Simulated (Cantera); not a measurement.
Charge: 1 mol CCl4, 0.021 mol Si, equilibrated at 120 Pa.

Equilibrium computed with Cantera from the NASA thermochemical tables; the gas is ideal and each condensed phase is pure. Candidate condensed phases: C, Si, SiC; 24 gas species. The tables' values for SiCl, SiCl3, CCl are old estimates; treat these amounts as uncertain. Kinetics and transport are ignored.

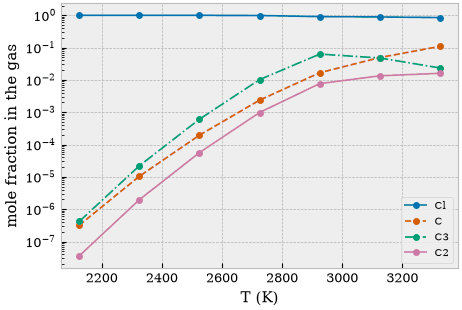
Figure. Equilibrium gas composition (values under 1e-9 drawn at 1e-9)

From 2125 K to 2725 K the condensed part is C(graphite). From 2925 K to 3325 K nothing is condensed. The main Si-bearing gas is SiCl2 at 2125 K and Si at 3325 K.
